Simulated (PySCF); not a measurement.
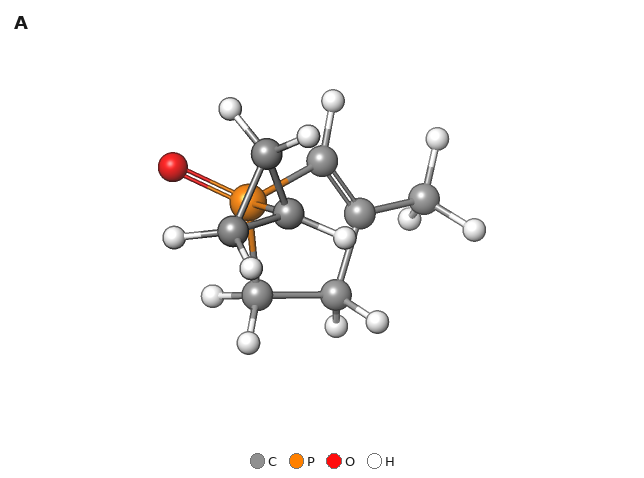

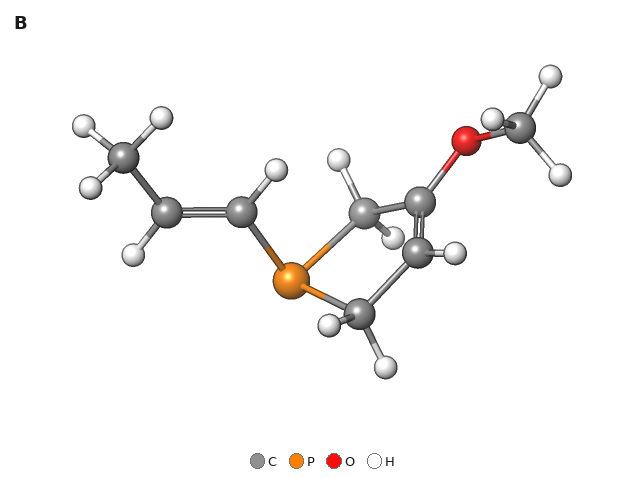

2 stationary structures of one formula. Geometries: GFN2-xTB. Electronic energies: PBE0/pcSseg-1 (PySCF 2.14.0), without zero-point energy. No frequency run is at hand to confirm each as a minimum. Each is one conformer, not always the lowest.

Are they conformers, stereoisomers or constitutional isomers?

Answer. They are constitutional isomers of C8H13OP: A `CC1=C[P@](=O)(C2CC2)CC1`, B `C/C=C/P1CC=C(OC)C1`.

Which structure is the most stable?

Answer. A is lowest; B lies 24.6 kcal/mol above it.

The geometry is semi-empirical. Around P such bond lengths and angles can be off by a tenth of an ångström or more and by several degrees, and values that hang on the shape move with them.
